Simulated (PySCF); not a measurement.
The calculation's input:

```
{"job": {"kind": "nmr", "xc": "PBE0", "basis": "pcSseg-1"}, "charge": 0, "multiplicity": 1}
C     -1.977276     1.624150     0.617900
Si    -1.362848    -0.174552     0.553375
P     -2.539412    -1.257961    -1.036000
C      0.404029    -0.213675    -0.004540
C      1.533678    -0.250969    -0.420542
C      2.909757    -0.280115    -0.890251
C      3.816185    -0.075092     0.217166
N      4.528817     0.087883     1.094624
H     -1.352296     2.226945     1.268900
H     -2.996103     1.676369     0.991791
H     -1.964829     2.076109    -0.370376
H     -1.420057    -0.810498     1.880657
H     -2.100794    -2.517541    -0.666933
H     -3.683382    -1.367026    -0.263959
H      3.068316     0.513363    -1.629217
H      3.128619    -1.248446    -1.354005
```

Run with:

```sh
OMP_NUM_THREADS=1 python probes_run.py task.json out
```

Geometry: GFN2-xTB.

Level of theory: PySCF 2.14.0, PBE0/pcSseg-1, SCF density, gas phase, non-relativistic.

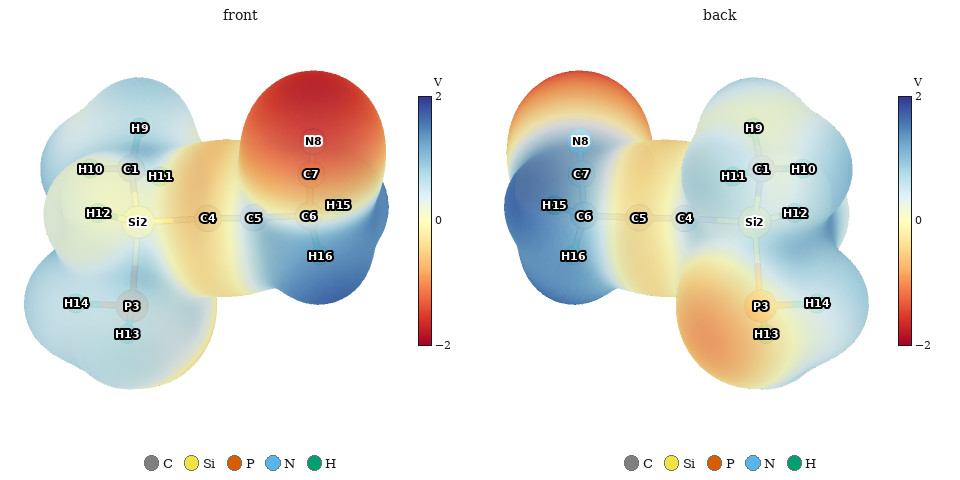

C5H8NPSi. The molecular electrostatic potential painted on the density surface at 0.002 e/bohr³, seen from the front and from behind; red is negative and blue positive.

Question: Where is the surface potential most negative and most positive?

Answer: The most negative region (about −1.8 V) lies over N8, the most positive (about +1.6 V) over H15 and H16. N8 is the likeliest acceptor of a hydrogen bond.

Question: How polar is the molecule by this calculation?

Answer: Its dipole moment is 2.99 D.
